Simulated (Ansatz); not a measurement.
## Electronic structure of Cl2H2OSn···HF in real space

```json
{"atom": "Sn", "x (Å)": "0.2842", "y (Å)": "0.0247", "z (Å)": "0.2856"}
{"atom": "H", "x (Å)": "0.6289", "y (Å)": "0.2387", "z (Å)": "1.9192"}
{"atom": "O", "x (Å)": "1.9840", "y (Å)": "-0.4375", "z (Å)": "-0.5712"}
{"atom": "H", "x (Å)": "1.9401", "y (Å)": "-0.5129", "z (Å)": "-1.5339"}
{"atom": "Cl", "x (Å)": "-0.5745", "y (Å)": "1.8222", "z (Å)": "-0.9187"}
{"atom": "Cl", "x (Å)": "-1.1339", "y (Å)": "-1.8205", "z (Å)": "-0.2002"}
{"atom": "F", "x (Å)": "-2.1502", "y (Å)": "0.2591", "z (Å)": "1.5595"}
{"atom": "H", "x (Å)": "-2.3790", "y (Å)": "-0.5259", "z (Å)": "1.1001"}
```

Core potentials replace the inner electrons of Sn.

Theory: RKS CAM-B3LYP-D4/def2-SVP in Ansatz.

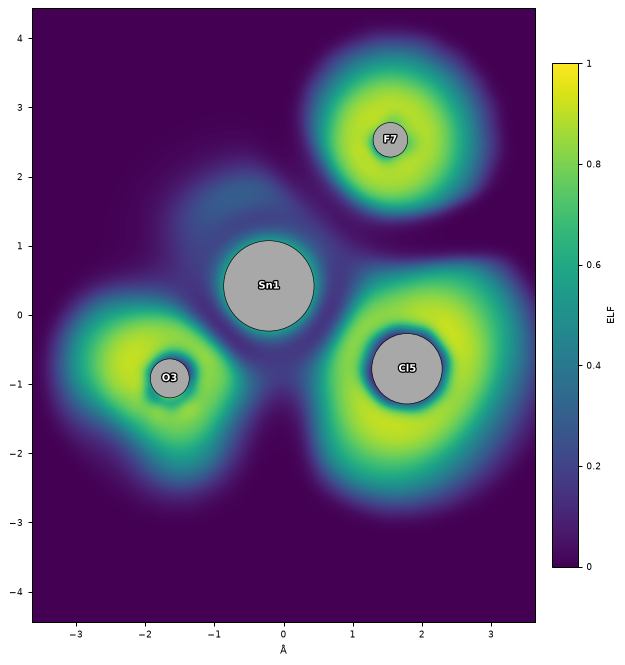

Figure 1. ELF on the plane of atoms O3, Sn1 and Cl5. Grey discs cover the atomic cores.

Q: Describe what can be read from this map.

A: The plane passes through Sn, O, Cl and F nuclei.
Sn1···F7 (2.76 Å): the ELF dips to about 0.05 between them.
Sn–O (1.96 Å): the ELF peaks at about 0.85 in the valence shell of O, 0.6 Å from its nucleus, and drops to about 0.15 between the two atoms.
Sn–Cl (2.33 Å): the ELF peaks at about 0.80 in the valence shell of Cl, 0.8 Å from its nucleus, and drops to about 0.15 between the two atoms.
The ELF also peaks beside Cl5, O3 and F7, away from the bonds: lone-pair regions.

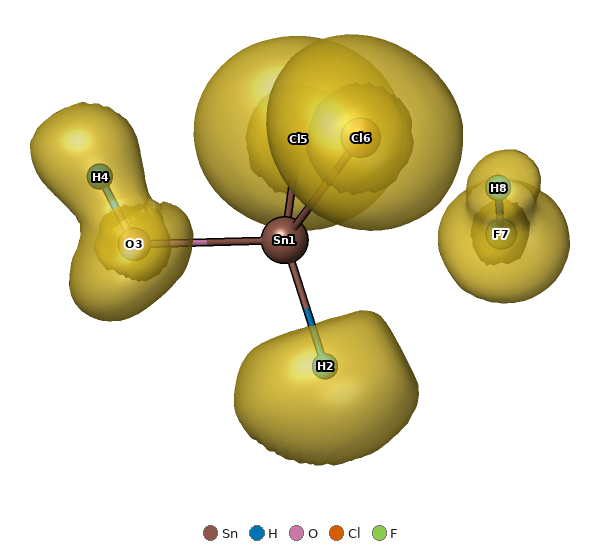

Figure 2. Isosurface of the electron localisation function at 0.75 (yellow), seen from one side. Core shells and regions of very low density are left out.

Q: What do the ELF domains correspond to?

A: The surface consists of one region around a hydrogen nucleus, two regions wrapped around Cl (the valence shell of each), one joined region spread over several atoms (F, H), in which their bonds and any lone pairs are merged and one joined region spread over several atoms (H, O), in which their bonds and any lone pairs are merged.

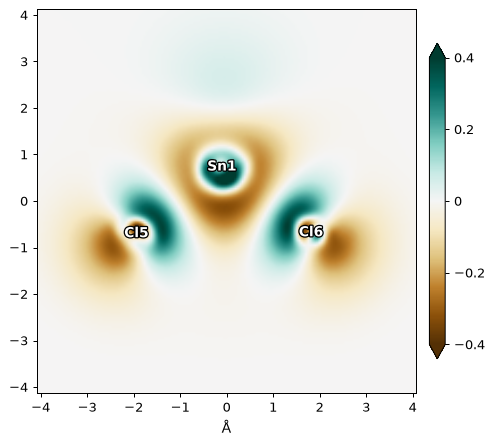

Figure 3. The LUMO on the plane of atoms Cl5, Sn1 and Cl6 (values in Å⁻³ᐟ²; the overall sign is arbitrary).

Q: Describe this orbital and give its energy.

A: It lies mainly on Sn1 (about 40 %), Cl5 (about 20 %), Cl6 (about 15 %), H2 (about 15 %) and O3 (about 10 %). Its energy is −0.76 eV.
